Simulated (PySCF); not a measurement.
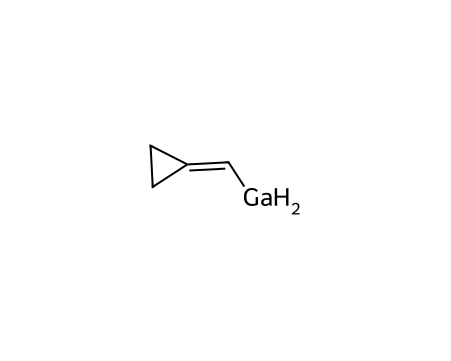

Figure made from data computed with PySCF.

Question: Give its SMILES.

Answer: [GaH2][CH]=C1CC1

Question: Give the formula, hydrogens included.

Answer: C4H7Ga.
